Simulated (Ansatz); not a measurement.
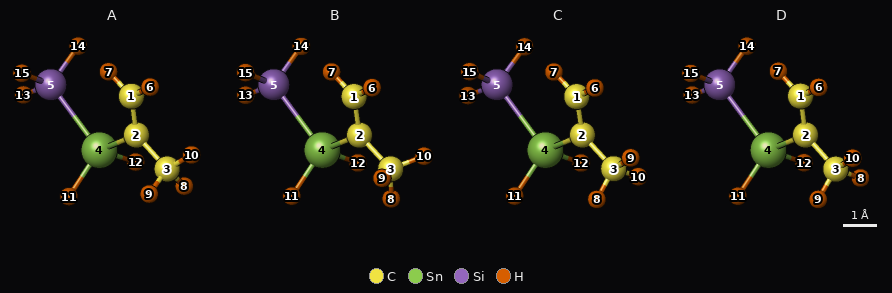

4 geometries from a converged minimum-energy path of C$_{3}$H$_{10}$SiSn, shuffled. The picture is a ball-and-stick view, seen from a free direction.

Theory: RKS BLYP-D4/def2-SVP (Ansatz 0.2.0). Set-up: 5 movable images; climbing image; force threshold 0.05 eV/Å; iteration limit 60; starting path by image-dependent pair potential.

Which frame is the transition state?

Answer. B. In order along the path, whose images run from 0 to 6: C (image 0, 0.00 kcal/mol), B (image 3, +2.04 kcal/mol), A (image 5, +0.47 kcal/mol), D (image 6, −0.01 kcal/mol). The motion is a rotation about the C2–C3 bond by about 120°. No bond forms or breaks between the ends.
